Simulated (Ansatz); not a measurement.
Base system: InP in the zinc blende structure (space group F-43m, No. 216; a = 5.879 Å). Axes: x, y, z lie along the cube axes.

Now apply this change: uniaxial stress, 0.5 GPa compression along x; all other stress components relax to zero.

The values are results of PBEsol/PAW in Ansatz (a first-principles code), scalar-relativistic without spin-orbit coupling, earlier PAW set, not measurements.

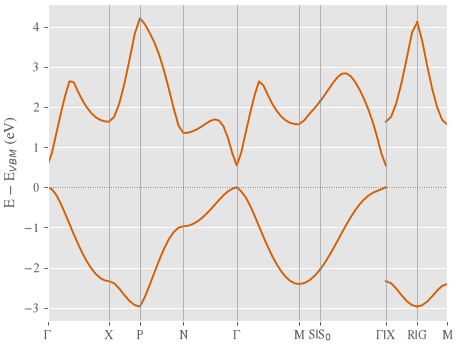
Highest valence and lowest conduction band along the path of the changed cell's own zone

Task: From the figure, how large is the changed gap, and is it direct?

Result: About 0.5 eV, direct at Γ.

Load acts through the strain it causes; cell and atoms are relaxed under it. Beyond what the load breaks, stability against distortions was not tested. Labels are those of the standard path for the cell's own space group.
